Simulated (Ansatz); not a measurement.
A series of calculations on C2H4OSi

## 1. Relaxation

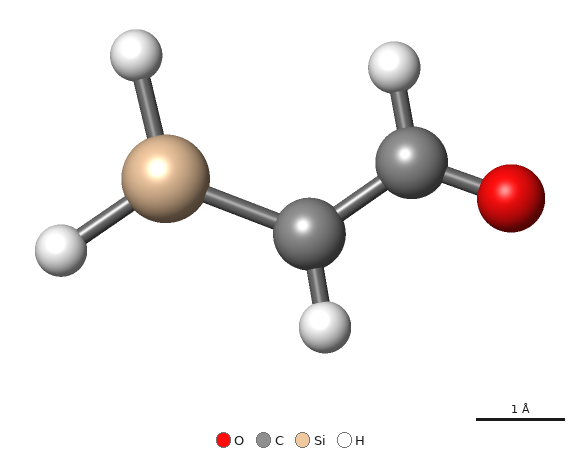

This is the input geometry for a relaxation of C2H4OSi. The picture is a ball-and-stick view, seen face on.

The run prepares an end point of a later path (torsion) calculation, from a guessed geometry.

Level of theory: RKS CAM-B3LYP-D4/def2-SVP in Ansatz 0.2.0.

Input file:
```yaml
crystal:
  periodic: [false, false, false]
  atoms:
    - { symbol: O, position_ang: [1.76546, 1.79676, -0.42579] }
    - { symbol: C, position_ang: [0.78046, 1.08911, -0.49321] }
    - { symbol: C, position_ang: [0.48037, 0.0009, 0.38718] }
    - { symbol: Si, position_ang: [-0.96967, -1.00893, 0.25753] }
    - { symbol: H, position_ang: [0.02136, 1.26174, -1.28745] }
    - { symbol: H, position_ang: [1.21333, -0.17978, 1.16708] }
    - { symbol: H, position_ang: [-1.285, -2.11805, 1.14825] }
    - { symbol: H, position_ang: [-2.0063, -0.84175, -0.75359] }
basis:
  gaussian: { orbitals: def2-SVP }
hamiltonian:
  xc: cam_b3lyp
  dispersion: d4
relax:
  f_tol: 0.015
  max_steps: 40
output:
  orbitals: {}
```

Command:
```bash
ansatz run input.yaml --threads 2 --pin off --max-ram 3072MiB --backend cpu --events-out ev --progress --plain --runs-dir out
```

**What does the optimiser find from here?**

After 5 accepted moves (6 points after the start) the energy has fallen by 0.094 eV. The largest force component goes from 1.6 to 0.0032 eV/Å. The line search rejected the trial step at point 4 of the run. The largest move after the best rigid fit is that of H8, 0.090 Å. By element the largest moves are H 0.090 Å, C 0.040 Å, O 0.029 Å, Si 0.023 Å. Among the contacts that change: C3–Si4 1.772 → 1.713 Å, C2–C3 1.432 → 1.461 Å, Si4–H7 1.457 → 1.477 Å, C2–H5 1.112 → 1.122 Å. Bond angles that change, for instance: H7–Si4–H8 110.9° → 115.2°, C3–Si4–H8 124.6° → 122.1°. The run took 10 s on 2 threads of Intel(R) Xeon(R) Platinum 8488C (Sapphire Rapids), on a shared host, peak memory 0.19 GiB.

History of the run:

```
step  E − E(0), eV  largest force component, eV/Å      note
   0        0.0000                         1.6416          
   1       -0.0824                         0.7147          
   2       -0.0927                         0.1749          
   3       -0.0927                         0.1604          
   4       -0.0859                         0.3090  rejected
   5       -0.0938                         0.0247          
   6       -0.0939                         0.0032
```

Final geometry:

```xyz
8

O     1.7428    1.7794   -0.4274
C     0.7597    1.0811   -0.5019
C     0.4552   -0.0288    0.3981
Si   -0.9501   -0.9987    0.2627
H     0.0001    1.2651   -1.3069
H     1.1958   -0.2088    1.1835
H    -1.2407   -2.1171    1.1827
H    -1.9628   -0.7722   -0.7907
```

After the run, drawn alike:

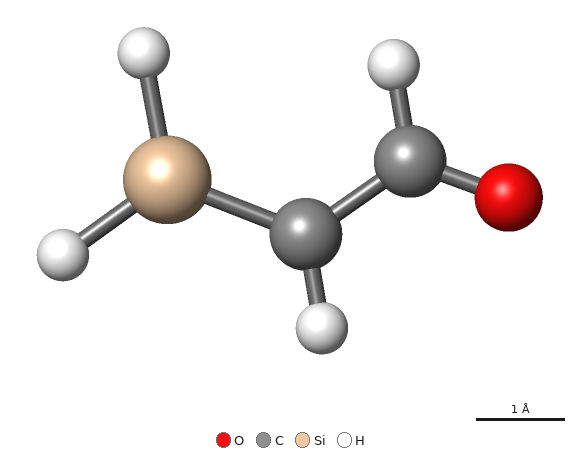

## 2. Relaxation

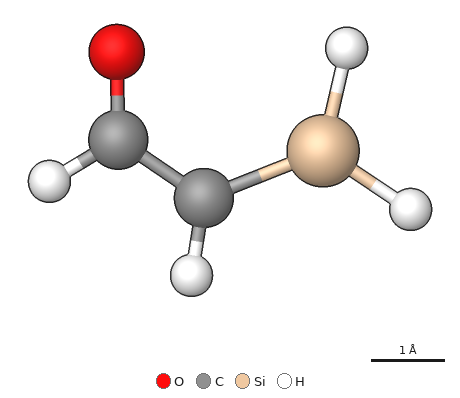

C₂H₄OSi, before the relaxation. A ball-and-stick model, seen face on.

The run prepares an end point of a later path (torsion) calculation, from a guessed geometry.

Theory: Ansatz, RKS CAM-B3LYP-D4/def2-SVP.

Input
```yaml
crystal:
  periodic: [false, false, false]
  atoms:
    - { symbol: O, position_ang: [1.76546, 1.79676, -0.42579] }
    - { symbol: C, position_ang: [0.78046, 1.08911, -0.49321] }
    - { symbol: C, position_ang: [0.48037, 0.0009, 0.38718] }
    - { symbol: Si, position_ang: [1.51457, -0.49722, 1.7368] }
    - { symbol: H, position_ang: [0.02136, 1.26174, -1.28745] }
    - { symbol: H, position_ang: [-0.44684, -0.52283, 0.17717] }
    - { symbol: H, position_ang: [1.21905, -1.60321, 2.63816] }
    - { symbol: H, position_ang: [2.77408, 0.14381, 2.09406] }
basis:
  gaussian: { orbitals: def2-SVP }
hamiltonian:
  xc: cam_b3lyp
  dispersion: d4
relax:
  f_tol: 0.015
  max_steps: 40
```

Run as
```bash
ansatz run input.yaml --threads 2 --pin off --max-ram 3072MiB --backend cpu --events-out ev --progress --plain --runs-dir out
```

> Predict the outcome.

The largest moves after the best rigid fit, 0.073 Å, are those of H6 and H7. By element the largest moves are H 0.073 Å, Si 0.036 Å, C 0.036 Å, O 0.030 Å. Among the contacts that change: C3–Si4 1.772 → 1.717 Å, C2–C3 1.432 → 1.461 Å, Si4–H7 1.457 → 1.479 Å, Si4–H8 1.458 → 1.475 Å. Bond angles that change, for instance: C3–Si4–H7 124.5° → 120.6°, H7–Si4–H8 110.9° → 114.4°, C2–C3–H6 115.3° → 117.5°. Over 4 accepted moves (5 points after the start) the energy falls by 2.10 kcal/mol. Largest force component: 1.7 eV/Å at the start, 0.0041 eV/Å at the end. The line search rejected the trial step at point 4 of the run. Cost: 8.7 s on 2 threads of Intel(R) Xeon(R) Platinum 8488C (Sapphire Rapids) (shared host), peak memory 0.19 GiB.

Final geometry:

```xyz
8

O     1.7822    1.7866   -0.4032
C     0.7946    1.0879   -0.4809
C     0.4811   -0.0238    0.4132
Si    1.5123   -0.4728    1.7100
H     0.0408    1.2767   -1.2863
H    -0.4464   -0.5735    0.2301
H     1.1613   -1.6058    2.5931
H     2.7827    0.1938    2.0508
```

The end point in the same view:

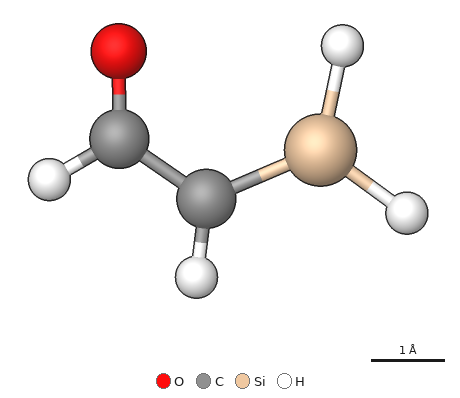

## 3. Path

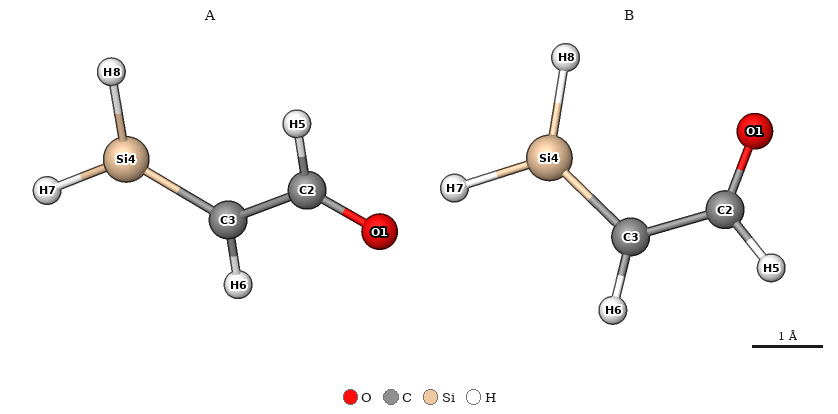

The two relaxed end points of a path for C2H4OSi. Style: ball-and-stick. Shown at a tilt.

Level of theory: RKS CAM-B3LYP-D4/def2-SVP in Ansatz 0.2.0.

Run with 7 movable images; climbing image; force threshold 0.05 eV/Å; iteration limit 60.

Start:
```xyz
8

O     1.7427    1.7795   -0.4275
C     0.7597    1.0811   -0.5020
C     0.4551   -0.0287    0.3981
Si   -0.9501   -0.9988    0.2628
H     0.0000    1.2650   -1.3070
H     1.1958   -0.2087    1.1835
H    -1.2406   -2.1171    1.1828
H    -1.9628   -0.7723   -0.7907
```

End:
```xyz
8

O     0.0814    1.4389   -1.4201
C     0.7705    1.0783   -0.4902
C     0.4576   -0.0334    0.4040
Si   -0.9659   -0.9765    0.2268
H     1.7281    1.6127   -0.2664
H     1.1683   -0.2527    1.2057
H    -1.2488   -2.0936    1.1535
H    -1.9912   -0.7738   -0.8133
```

Predict the minimum-energy path and its barrier.

Answer. Forward barrier 9.6 kcal/mol, backward barrier 10.4 kcal/mol, with image 4 at the top; the reaction energy is −0.8 kcal/mol. The motion is a rotation about the C2–C3 bond by about 180°. No bond forms or breaks between the ends. Bond angles that change up to the highest image, for instance: C2–C3–Si4 123.5° → 127.3°, Si4–C3–H6 121.2° → 118.2°. The band converged in 10 iterations, with a climbing image at the top.

Energies of the converged images:

```csv
image,path (Å),E (kcal/mol)
0,0.00,0.0
1,0.48,1.2
2,0.96,4.4
3,1.43,8.0
4,1.91,9.6
5,2.44,7.6
6,2.96,3.4
7,3.49,0.2
8,4.01,-0.8
```

The geometry at the top of the path:

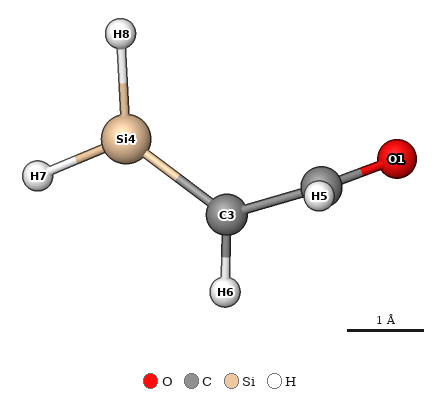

Cost: 89 s on 2 threads of Intel(R) Xeon(R) Platinum 8488C (Sapphire Rapids) (shared host), peak memory 0.19 GiB.
